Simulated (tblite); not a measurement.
## C3H10OS2Si: frequency calculation

C3H10OS2Si, SMILES CS[SiH2]OCCS, computed with GFN2-xTB harmonic vibrations, gas phase (tblite 0.8.0).

It belongs to a series of runs on one base structure; here: O replaced by S.

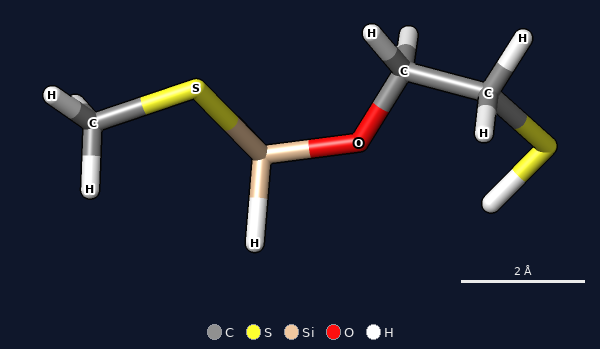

**Figure 1.** The structure (stick view, seen at a tilt).

**Summary**

| quantity | value |
| --- | --- |
| outcome | converged |
| total energy | −649.7292 eV |
| zero-point energy | 77.3610 kcal/mol |
| hardware | 1 CPU thread, shared host |
| wall time | 0.69 s |
| peak memory | 0.18 GiB |

**The input**
```
{"job": {"kind": "ir", "xc": "GFN2-xTB", "basis": "xTB"}, "charge": 0, "multiplicity": 1}
C      3.602273     0.561996     0.450168
S      1.970689     0.233312     1.183839
Si     0.785337     0.199134    -0.601085
O     -0.771739     0.090772    -0.201262
C     -1.404398    -0.753356     0.719928
C     -2.798814    -0.224242     1.004685
S     -3.853575    -0.315566    -0.481561
H      3.566340     1.489888    -0.111192
H      3.884762    -0.261688    -0.197380
H      4.306789     0.649224     1.269909
H      1.250740    -0.931166    -1.401136
H      0.802541     1.484265    -1.273682
H     -1.464444    -1.765630     0.303758
H     -0.825996    -0.789151     1.650748
H     -3.291497    -0.829113     1.763245
H     -2.754705     0.815086     1.329643
H     -3.011302     0.358266    -1.258861
```

The first line tells a small driver script what to run in tblite; the rest is the geometry in Å.

Launched with:
```bash
OMP_NUM_THREADS=1 python <driver script> task.json out
```

**Log**
```
mode    cm-1     km/mol
  1      15.8      1.49
  2      38.8      3.53
  3      51.4      6.59
  4      85.3      2.62
  5     112.2      0.08
  6     128.1      1.16
  7     170.8      0.46
  8     228.2     39.43
  9     256.5     19.45
 10     283.4      9.77
 11     421.6      1.29
 12     513.9     54.90
 13     521.6     93.05
 14     597.3     25.89
 15     683.9      4.28
 16     717.4     20.73
 17     730.2     11.45
 18     739.4    380.74
 19     768.5    151.87
 20     822.7    170.85
 21     950.1      0.13
 22     960.3     12.70
 23     964.3     20.72
 24     986.9     12.74
 25    1036.7     29.57
 26    1131.9    140.07
 27    1172.6    139.48
 28    1214.8      2.00
 29    1265.9     20.28
 30    1324.1      3.27
 31    1340.6      8.37
 32    1423.4      2.65
 33    1454.1      4.32
 34    1459.4      7.93
 35    1466.7      0.35
 36    2264.5    243.07
 37    2365.5    181.23
 38    2452.5     96.00
 39    2910.5     39.50
 40    2928.8     26.02
 41    2991.1     10.36
 42    3022.6      7.56
 43    3035.5      6.50
 44    3039.8     11.10
 45    3065.2      1.42
```

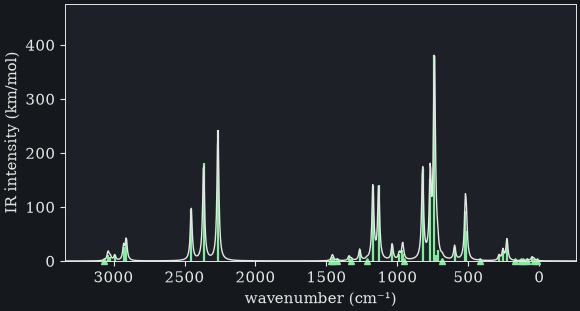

**Figure 2.** Harmonic infrared spectrum, unscaled: sticks (degenerate modes added up, dark ones marked on the axis) with a Lorentzian envelope of 16 cm⁻¹ full width, scaled to the tallest stick. 45 modes from 16 to 3065 cm⁻¹, none imaginary. The strongest line is at 739 cm⁻¹ (381 km/mol).
